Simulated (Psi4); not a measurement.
**C2H3B− (SMILES [BH2-]C#C) at UMP2/6-31+G(d,p) (density fitting, density fitting for correlation, spherical functions, sweep point 5)**

Aim: the energy change on altering one bond length of C2H3B− at UMP2/6-31+G** (density fitting, density fitting for correlation, spherical functions, sweep point 5), from 2 runs. 

The results are computed with Psi4 1.11.

### 1 The system as given

C2H3B−: 6 atoms, total charge -1, spin state doublet. SMILES: `[BH2-]C#C`. Geometry: relaxed at GFN2-xTB.

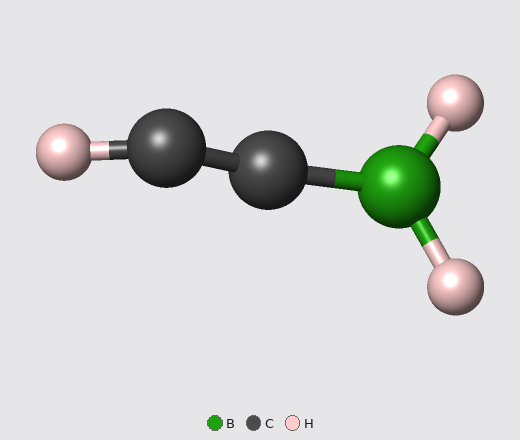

Viewed from a chosen angle; boron green, carbon dark grey, hydrogen pink.

### 2 The energy at UMP2/6-31+G(d,p) (density fitting, density fitting for correlation, spherical functions, sweep point 5)

Input file calc.inp:

```
memory 1600 MB

molecule {
  -1 2
  B     -1.49654971     0.92759097    -1.06365125
  C      0.52706351    -0.32301089     0.34948595
  C      2.48995983    -1.33397657     1.17525847
  H     -3.07280806    -0.27058988    -2.24178210
  H     -1.75691617     3.21601151    -1.04292095
  H      3.30925059    -2.21604403     2.82362878
  units bohr
  symmetry c1
}

set basis 6-31+G**
set reference uhf
set puream true
set scf_type df
set num_frozen_docc 3
set maxiter 150

e_tot, wfn = energy('mp2', return_wfn=True)
```

Launch:

```
$ psi4 -i calc.inp -o calc.out -n 1
```

calc.out:

```text
[...]
  Running in c1 symmetry.
[...]
  Nuclear repulsion =   46.447729660170218
[...]
  Multiplicity = 2
[...]
  Nalpha       = 11
  Nbeta        = 10
[...]
    Number of basis functions: 69
[...]
   @DF-UHF iter   1:  -101.91512159973020   -1.11073e+00   6.71405e-03 ADIIS/DIIS
[...]
   @DF-UHF iter  20:  -102.08107760609815   -3.83693e-12   7.49373e-09 DIIS
[...]
   @S^2 Observed:                9.309800140E-01
[...]
    Orbital Energies [Eh]
    ---------------------
    Alpha Occupied:
       1A    -11.032688     2A    -11.009429     3A     -7.347298
       4A     -0.812967     5A     -0.574056     6A     -0.468599
       7A     -0.320178     8A     -0.271742     9A     -0.243193
      10A     -0.174635    11A     -0.038173
    Alpha Virtual:
      12A      0.183386    13A      0.208553    14A      0.211449
      15A      0.213488    16A      0.223017    17A      0.280420
      18A      0.285694    19A      0.349133    20A      0.358610
      21A      0.367512    22A      0.409567    23A      0.417378
      24A      0.435961    25A      0.453028    26A      0.526583
[...]
  @DF-UHF Final Energy:  -102.08107760609815
   => Energetics <=
    Nuclear Repulsion Energy =             46.4477296601702179
    One-Electron Energy =                -232.6535543178604257
    Two-Electron Energy =                  84.1247470515920668
    Total Energy =                       -102.0810776060981482
  UHF NO Occupations:
  HONO-2 :    9  A 1.9686936
  HONO-1 :   10  A 1.9435755
[...]
 Multipole Moments:
 ------------------------------------------------------------------------------------
     Multipole            Electronic (a.u.)      Nuclear  (a.u.)        Total (a.u.)
 ------------------------------------------------------------------------------------
 L = 1.  Multiply by 2.5417464519 to convert [e a0] to [Debye]
 Dipole X            :          1.2488361           -0.4696363            0.7791998
 Dipole Y            :         -0.6701317            0.1248444           -0.5452873
 Dipole Z            :          0.5811335            0.1497082            0.7308418
 Magnitude           :                                                    1.1994250
[...]
```

It took 1.8 s on 1 thread of Intel Xeon 6975P-C (Granite Rapids), shared host; peak memory 0.2 GiB.

### 3 The distorted shape, same level

Input file c2h3b.inp:

```
memory 1.6 GB

molecule system {
  -1 2
  B     -1.36635892    -0.21668923    -1.07401639
  C      0.65725431    -1.46729108     0.33912080
  C      2.62015063    -2.47825676     1.16489332
  H     -2.94261727    -1.41487007    -2.25214725
  H     -1.75691617     3.21601151    -1.04292095
  H      3.43944139    -3.36032422     2.81326363
  units bohr
  symmetry c1
}

set {
  reference       uhf
  puream          true
  scf_type        df
  num_frozen_docc 3
  maxiter         150
}

result, w = energy("mp2/6-31+G**", return_wfn=True)
```

Launch:

```
$ psi4 c2h3b.inp c2h3b.out -n 1
```

c2h3b.out:

```text
[...]
  Running in c1 symmetry.
[...]
  Nuclear repulsion =   45.299876142528987
[...]
  Multiplicity = 2
[...]
  Nalpha       = 11
  Nbeta        = 10
[...]
    Number of basis functions: 69
[...]
   @DF-UHF iter   1:  -101.83045267923603   -1.18064e+00   6.98862e-03 DIIS/ADIIS
[...]
   @DF-UHF iter  22:  -102.02153135224380   -5.69855e-12   7.41783e-09 DIIS
[...]
   @S^2 Observed:                1.040591787E+00
[...]
    Orbital Energies [Eh]
    ---------------------
    Alpha Occupied:
       1A    -11.052211     2A    -11.023608     3A     -7.410830
       4A     -0.830702     5A     -0.587509     6A     -0.479035
       7A     -0.328370     8A     -0.262267     9A     -0.229314
      10A     -0.156125    11A     -0.065787
    Alpha Virtual:
      12A      0.181706    13A      0.207155    14A      0.211064
      15A      0.219308    16A      0.219391    17A      0.278383
      18A      0.279623    19A      0.327952    20A      0.349773
      21A      0.359738    22A      0.389478    23A      0.409432
      24A      0.414296    25A      0.445624    26A      0.453080
[...]
  @DF-UHF Final Energy:  -102.02153135224380
   => Energetics <=
    Nuclear Repulsion Energy =             45.2998761425289871
    One-Electron Energy =                -229.9972349130819964
    Two-Electron Energy =                  82.6758274183092254
    Total Energy =                       -102.0215313522437981
  UHF NO Occupations:
  HONO-2 :    9  A 1.9406538
  HONO-1 :   10  A 1.9360427
[...]
 Multipole Moments:
 ------------------------------------------------------------------------------------
     Multipole            Electronic (a.u.)      Nuclear  (a.u.)        Total (a.u.)
 ------------------------------------------------------------------------------------
 L = 1.  Multiply by 2.5417464519 to convert [e a0] to [Debye]
 Dipole X            :          1.5403111           -0.5308289            1.0094822
 Dipole Y            :         -2.0786633            0.6626824           -1.4159809
 Dipole Z            :          0.6773341            0.1545801            0.8319142
 Magnitude           :                                                    1.9277285
[...]
```

Run time: 1.6 s. Hardware: 1 thread of Intel Xeon 6975P-C (Granite Rapids), shared host; peak memory 0.2 GiB.

### 4 Summary of results

Level: UMP2/6-31+G** (density fitting, density fitting for correlation, spherical functions, sweep point 5), 3 core orbitals frozen.

| quantity | value |
| --- | --- |
| first shape: total energy | -102.41772 Eh |
| first shape: HOMO energy (Hartree–Fock orbitals) (highest over α and β) | -1.04 eV |
| first shape: LUMO energy (Hartree–Fock orbitals) (lowest over α and β) | 4.99 eV |
| first shape: correlation energy (3 core orbitals frozen) | -336.6 mEh |
| first shape: ⟨S²⟩ of the reference determinant | 0.931 |
| distorted shape: total energy | -102.35060 Eh |
| distorted shape: HOMO energy (Hartree–Fock orbitals) (highest over α and β) | -1.79 eV |
| distorted shape: LUMO energy (Hartree–Fock orbitals) (lowest over α and β) | 4.94 eV |
| distorted shape: correlation energy (3 core orbitals frozen) | -329.1 mEh |
| distorted shape: ⟨S²⟩ of the reference determinant | 1.041 |
| energy change with the B1–H5 bond stretched from 1.219 to 1.828 Å | 1.826 eV |

**Reading.** With the B1–H5 bond stretched from 1.219 to 1.828 Å the energy rises by 1.83 eV (42 kcal/mol). The first shape isn't relaxed at this level, so the change isn't measured from a minimum. ⟨S²⟩ (first shape) is 0.93 where a pure doublet has 0.75: the reference is spin-contaminated. ⟨S²⟩ (distorted shape) is 1.04 where a pure doublet has 0.75: the reference is spin-contaminated.
